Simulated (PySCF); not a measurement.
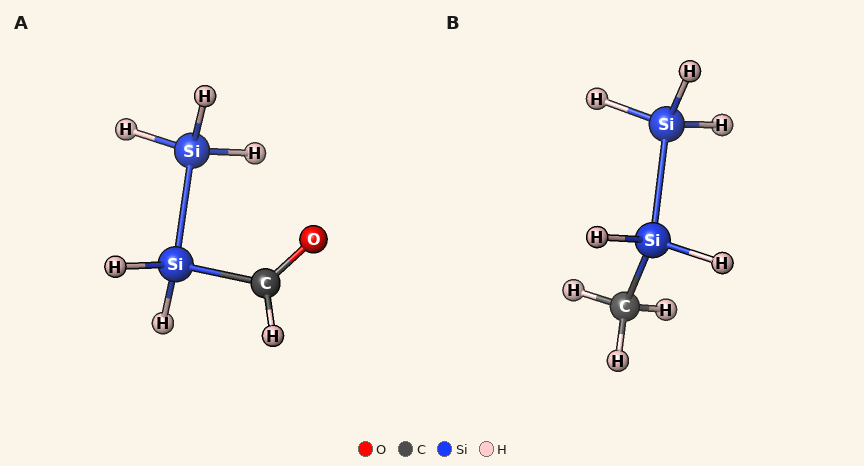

Two related species, optimised with PBE0-D3(BJ)/def2-SVP; properties computed with PySCF 2.14.0. Both: charge 0, singlet.

Identify both.

A is CH6OSi2 (O=C[SiH2][SiH3]), B is CH8Si2 (C[SiH2][SiH3]).

Compare them. With PBE0/aug-cc-pVDZ: dipole moment (D), HOMO–LUMO gap (eV), HOMO energy (Kohn–Sham orbital) (eV), shielding of C (ppm), Hirshfeld charge of C (e), IAO charge of C (e). With PBE0-D3(BJ)/def2-SVP: mean C–H length (Å), mean C–Si length (Å).

```json
{"quantity": "dipole moment (D)", "A": "1.97", "B": "0.89"}
{"quantity": "HOMO–LUMO gap (eV)", "A": "5.45", "B": "7.78"}
{"quantity": "HOMO energy (Kohn–Sham orbital) (eV)", "A": "−7.16", "B": "−8.01"}
{"quantity": "shielding of C (ppm)", "A": "−41.4", "B": "203.3"}
{"quantity": "Hirshfeld charge of C (e)", "A": "0.05", "B": "−0.21"}
{"quantity": "IAO charge of C (e)", "A": "0.04", "B": "−0.70"}
{"quantity": "mean C–H length (Å)", "A": "1.126", "B": "1.101"}
{"quantity": "mean C–Si length (Å)", "A": "1.939", "B": "1.885"}
```

Each is one conformer, and no frequency run is at hand to confirm it as a minimum.
